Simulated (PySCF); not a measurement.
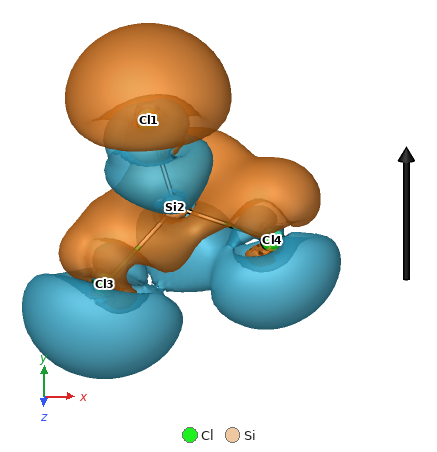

Cl$_{3}$Si, doublet, SMILES `Cl[Si](Cl)Cl`. Change of the electron density in a uniform field of 0.10 V/Å along +y (arrow), surfaces at ±0.0003 e/Å³ (light blue: gain, orange: loss).

Computed with PySCF, B3LYP/6-311+G**, geometry: GFN2-xTB. No frequency check shows the geometry to be a minimum. The basis has diffuse s and p functions alone, which still leaves polarisabilities too small, most of all across bonds. The stability of the open-shell solution wasn't checked. GFN2-xTB bond lengths at metals and heavier atoms can be off by up to 0.1 Å and shapes distorted, which carries into these values. GFN2-xTB doesn't know the spin state, so this open-shell geometry is rough.

Input script:

```python
import numpy as np
from pyscf import gto, scf, dft
from pyscf.scf import atom_ks, atom_hf
from scipy.linalg import block_diag

def solve(mol, dm0=None, hcore=None):
    mf = (dft.UKS if mol.spin else dft.RKS)(mol, xc='b3lyp')
    mf.grids.level = 3
    mf = mf.density_fit(auxbasis='def2-universal-jkfit')
    mf.conv_tol, mf.max_cycle = 1e-8, 80
    if hcore is not None:
        mf.get_hcore = lambda *args: hcore
    mf.kernel(dm0)
    if not mf.converged:
        mf = mf.newton().run(mf.mo_coeff, mf.mo_occ, max_cycle=30)
    assert mf.converged, 'SCF not converged'
    return mf

mol = gto.M(atom='''
Cl    -0.50531     1.84355     0.14405
Si     0.00020    -0.00013    -0.52490
Cl    -1.34404    -1.35926     0.14408
Cl     1.84919    -0.48418     0.14413
''', basis='6-311+g**', charge=0, spin=1, verbose=4)
field = np.array([0.0, 0.002, 0.0])  # atomic units
mol.set_common_orig(mol.atom_charges() @ mol.atom_coords() / mol.atom_charges().sum())
mf = solve(mol)
out = dict(dm0=mf.make_rdm1(), d0=mf.dip_moment(unit='AU'), e0=mf.e_tot)
for name, sign in (('p', 1), ('m', -1)):
    h = mf.get_hcore() + sign * np.einsum('x,xij->ij', field, mol.intor('int1e_r'))
    mi = solve(mol, mf.make_rdm1(), h)
    out.update({'dm' + name: mi.make_rdm1(), 'd' + name: mi.dip_moment(unit='AU'), 'e' + name: mi.e_tot})
# spherically averaged free atoms, for the promolecule
atm = atom_ks.get_atm_nrks(mol, xc='b3lyp')
pro = block_diag(*[(atm[a[0]][2] * atm[a[0]][3]) @ atm[a[0]][2].T for a in mol._atom])
np.savez('result.npz', pro=pro, **out)
```

Command:

```sh
OMP_NUM_THREADS=1 python input.py
```

The run took 30 s on 1 thread of Intel(R) Xeon(R) Platinum 8259CL CPU @ 2.50GHz (Skylake/Cascade Lake), on a shared host, peak memory 0.57 GiB.

Partitions, critical points and surface values were worked out afterwards from this run's density.

Q: What dipole is induced, and what polarisability does it imply?

A: The induced dipole is 0.33 D (along the field); α along this axis, from the fields in both directions, is 65 bohr³ (9.6 Å³).

Q: Which atoms gain and lose the most charge?

A: Electrons gather most on Cl3 (Hirshfeld charge changes by −0.009 e) and leave Cl1 most (+0.012 e); 0.024 electrons are displaced in all.
